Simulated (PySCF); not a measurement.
# CH8N2Si2 (SMILES C=N[SiH2]N[SiH3]) at 6 levels

Aim: a comparison of 6 runs (HF/def2-SVP, B3LYP/6-31G*, B2PLYP/6-31+G*, PBE0/def2-SVP, PBE0/6-311+G**) of CH8N2Si2. The job is set up through a Python script.

The results are computed with PySCF 2.14.0.

1 further run of the same task is left out (it didn't finish).

## Step 1: The molecule

The species is CH8N2Si2 (13 atoms), meant as a singlet with charge 0. SMILES: `C=N[SiH2]N[SiH3]`. The coordinates come from a PBE0-D4/def2-TZVP relaxation. This is one conformer, not always the lowest.

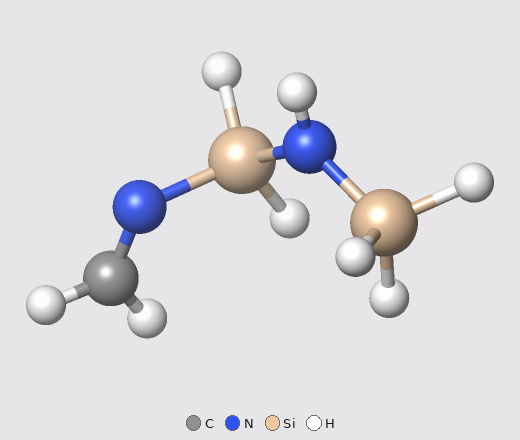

Viewed from a chosen angle; carbon grey, nitrogen blue, silicon light orange, hydrogen white.

## Step 2: Energy and gradient at HF/def2-SVP (run 1)

geometry.xyz

```xyz
13

C     -1.956100    -1.026200     1.406800
N     -1.634700     0.082800     0.909300
Si    -0.899100     0.250800    -0.664400
N      0.618100     1.048200    -0.572600
Si     2.170800     0.333200    -0.328900
H     -1.806200    -1.996200     0.903600
H     -2.416200    -1.079500     2.400900
H     -0.675400    -1.090000    -1.278600
H     -1.836900     1.070900    -1.469600
H      0.576200     2.056100    -0.510700
H      2.754200     0.684000     0.995100
H      1.985800    -1.137800    -0.405400
H      3.139900     0.769000    -1.370700
```

job.py

```python
import pyscf.grad
from pyscf import gto, scf

mol = gto.M(
    atom='geometry.xyz',
    max_memory=1860,
    verbose=3,
    basis='def2-svp',
)

mf = scf.RHF(mol)
mf.conv_tol = 1e-10
mf.kernel()
if not mf.converged:
    mf = mf.newton().run(mf.mo_coeff, mf.mo_occ)

e_final = mf.e_tot
print(f'total energy: {e_final:.8f} hartree')
grad = mf.Gradients().kernel()
mf.analyze()
```

Launch:

```bash
$ OMP_NUM_THREADS=1 python job.py
```

Log:

```text
converged SCF energy = -729.034972222291
[... 27 lines left out ...]
MO #18  energy= -0.717315763900467 occ= 2
[... 19 lines left out ...]
MO #38  energy= 0.268592987704581  occ= 0
[... 19 lines left out ...]
MO #58  energy= 0.78059413804798   occ= 0
[... 19 lines left out ...]
MO #78  energy= 1.4105341835851    occ= 0
[... 19 lines left out ...]
MO #98  energy= 2.24603169846638   occ= 0
[... 19 lines left out ...]
MO #118 energy= 3.60265948693074   occ= 0
[... 14 lines left out ...]
Dipole moment(X, Y, Z, Debye): -0.15258, -0.74397,  0.11197
```

Run time: 11 s. Hardware: 1 thread of Arm Neoverse V2, shared host; peak memory 0.3 GiB.

## Step 3: Energy and gradient at B3LYP/6-31G(d) (spherical functions) (run 2)

run.py

```python
import pyscf.grad
from pyscf import gto, dft

mol = gto.M(
    atom=[
    ('C', (-1.956100, -1.026200, 1.406800)),
    ('N', (-1.634700, 0.082800, 0.909300)),
    ('Si', (-0.899100, 0.250800, -0.664400)),
    ('N', (0.618100, 1.048200, -0.572600)),
    ('Si', (2.170800, 0.333200, -0.328900)),
    ('H', (-1.806200, -1.996200, 0.903600)),
    ('H', (-2.416200, -1.079500, 2.400900)),
    ('H', (-0.675400, -1.090000, -1.278600)),
    ('H', (-1.836900, 1.070900, -1.469600)),
    ('H', (0.576200, 2.056100, -0.510700)),
    ('H', (2.754200, 0.684000, 0.995100)),
    ('H', (1.985800, -1.137800, -0.405400)),
    ('H', (3.139900, 0.769000, -1.370700)),
],
    verbose=4,
    charge=0,
    basis='6-31g*',
    max_memory=1860,
)

myscf = dft.RKS(mol)
myscf.xc = 'b3lyp'
myscf.conv_tol = 1e-10
myscf.grids.level = 5
myscf.kernel()
if not myscf.converged:
    myscf = myscf.newton().run(myscf.mo_coeff, myscf.mo_occ)

e_tot = myscf.e_tot
print(f'total energy: {e_tot:.8f} hartree')
grad = myscf.Gradients().kernel()
myscf.analyze()
```

Launch:

```bash
$ OMP_NUM_THREADS=1 python run.py
```

Log:

```text
PySCF version 2.14.0

[... 107 lines left out ...]
MO #4   energy= -14.3084065546896  occ= 2
[... 17 lines left out ...]
MO #22  energy= -0.385252737838289 occ= 2
[... 17 lines left out ...]
MO #40  energy= 0.183831228516956  occ= 0
[... 17 lines left out ...]
MO #58  energy= 0.682780300324044  occ= 0
[... 17 lines left out ...]
MO #76  energy= 1.18400740307127   occ= 0
[... 17 lines left out ...]
MO #94  energy= 2.77874211700653   occ= 0
[... 110 lines left out ...]
Dipole moment(X, Y, Z, Debye):  0.00775, -0.38128,  0.07660
```

Wall time 46 s (1 thread of Arm Neoverse V2, shared host); peak memory 0.93 GiB.

Run 3 isn't shown in full; the table further down has it.

## Step 4: The energy at B2PLYP/6-31+G(d) (spherical functions) (run 4)

job.py

```python
from pyscf import gto, dft, mp

system = gto.Mole()
system.atom = '''
C     -3.696493    -1.939237     2.658467
N     -3.089135     0.156469     1.718328
Si    -1.699053     0.473943    -1.255534
N      1.168040     1.980811    -1.082057
Si     4.102217     0.629657    -0.621531
H     -3.413223    -3.772271     1.707557
H     -4.565956    -2.039959     4.537043
H     -1.276321    -2.059801    -2.416204
H     -3.471238     2.023708    -2.777142
H      1.088860     3.885466    -0.965083
H      5.204684     1.292573     1.880466
H      3.752618    -2.150130    -0.766095
H      5.933551     1.453199    -2.590248
'''
system.basis = '6-31+g*'
system.unit = 'bohr'
system.spin = 0
system.verbose = 4
system.max_memory = 1860
system.build()

myscf = dft.RKS(system)
myscf.xc = '0.53*HF + 0.47*B88, 0.73*LYP'
myscf.grids.level = 5
myscf.conv_tol = 1e-10
myscf.kernel()
if not myscf.converged:
    myscf = myscf.newton().run(myscf.mo_coeff, myscf.mo_occ)

pt = mp.MP2(myscf, frozen=13).run()
etot = myscf.e_tot + 0.27 * pt.e_corr
print('PT2 part  %.8f' % (0.27 * pt.e_corr))
print('E(%s) = %.9f' % ('B2PLYP', etot))
dip = myscf.dip_moment()
pop, q = myscf.mulliken_pop()
```

Launch:

```bash
$ OMP_NUM_THREADS=1 python job.py
```

Log:

```text
PySCF version 2.14.0

[... 85 lines left out ...]
converged SCF energy = -730.763772403574
[... 10 lines left out ...]
Dipole moment(X, Y, Z, Debye): -0.06411, -0.70492,  0.06137
[... 128 lines left out ...]
charge of   12H =     -0.11651
```

Wall time 41 s (1 thread of Arm Neoverse V2, shared host); peak memory 0.63 GiB.

Run 5 isn't shown in full; the table further down has it.

## Step 5: Energy and gradient at PBE0/6-311+G(d,p) (run 6)

calc.py

```python
import pyscf.grad
from pyscf import gto, dft

mol = gto.Mole()
mol.atom = [
    ('C', (-1.956100, -1.026200, 1.406800)),
    ('N', (-1.634700, 0.082800, 0.909300)),
    ('Si', (-0.899100, 0.250800, -0.664400)),
    ('N', (0.618100, 1.048200, -0.572600)),
    ('Si', (2.170800, 0.333200, -0.328900)),
    ('H', (-1.806200, -1.996200, 0.903600)),
    ('H', (-2.416200, -1.079500, 2.400900)),
    ('H', (-0.675400, -1.090000, -1.278600)),
    ('H', (-1.836900, 1.070900, -1.469600)),
    ('H', (0.576200, 2.056100, -0.510700)),
    ('H', (2.754200, 0.684000, 0.995100)),
    ('H', (1.985800, -1.137800, -0.405400)),
    ('H', (3.139900, 0.769000, -1.370700)),
]
mol.max_memory = 1860
mol.spin = 0
mol.verbose = 3
mol.basis = '6-311+g**'
mol.build()

ks = dft.RKS(mol, xc='pbe0')
ks.grids.level = 5
ks.conv_tol = 1e-10
ks.kernel()
if not ks.converged:
    ks = ks.newton().run(ks.mo_coeff, ks.mo_occ)

e_final = ks.e_tot
print(f'total energy: {e_final:.8f} hartree')
grad = ks.Gradients().kernel()
ks.analyze()
```

Launch:

```bash
$ OMP_NUM_THREADS=1 python calc.py
```

Log:

```text
converged SCF energy = -731.064166733569
[... 33 lines left out ...]
MO #24  energy= -0.36708923981552  occ= 2
[... 29 lines left out ...]
MO #54  energy= 0.210269526063296  occ= 0
[... 29 lines left out ...]
MO #84  energy= 0.781440713140213  occ= 0
[... 29 lines left out ...]
MO #114 energy= 1.52226225552097   occ= 0
[... 29 lines left out ...]
MO #144 energy= 2.65861072447729   occ= 0
[... 29 lines left out ...]
MO #174 energy= 141.471432869215   occ= 0
[... 14 lines left out ...]
Dipole moment(X, Y, Z, Debye): -0.02375, -0.63088,  0.05761
```

Wall time 1.9 min (1 thread of Arm Neoverse V2, shared host); peak memory 2.3 GiB.

## Step 6: The series

```csv
run,level,integration grid,Cartesian functions,energy (Eh),dipole moment (D),HOMO energy (eV),LUMO energy (eV),wall time
1,HF/def2-SVP,–,no,-729.034972,0.77,-10.50,3.47,11 s
2,B3LYP/6-31G* (spherical functions),5,no,-731.432630,0.39,-6.60,-0.73,46 s
3,B3LYP/6-31G* (Cartesian functions),5,yes,-731.439254,0.39,-6.61,-0.73,48 s
4,B2PLYP/6-31+G* (spherical functions),5,no,-730.967429,0.71,-8.37,0.40,41 s
5,PBE0/def2-SVP,5,no,-730.710744,0.40,-6.93,-0.71,60 s
6,PBE0/6-311+G**,5,no,-731.064167,0.63,-7.09,-1.00,1.9 min
```

## Step 7: Summary of results

| quantity | value |
| --- | --- |
| run 6: total energy | -731.06417 Eh |
| run 6: dipole moment | 0.63 D |
| run 6: HOMO energy | -7.09 eV |
| run 6: LUMO energy | -1.00 eV |
| run 6: HOMO–LUMO gap | 6.09 eV |
| run 6: largest force on an atom | 0.291 eV/Å |

**Reading.** The dipole moment (its size) runs from 0.39 D (B3LYP/6-31G*) to 0.77 D (HF/def2-SVP). The two ends differ in method and basis. The HOMO–LUMO gap runs from 5.88 eV (B3LYP/6-31G*) to 13.97 eV (HF/def2-SVP). Totals of different functionals can't be ranked against each other. All runs together took 5.4 min, the longest 1.9 min.
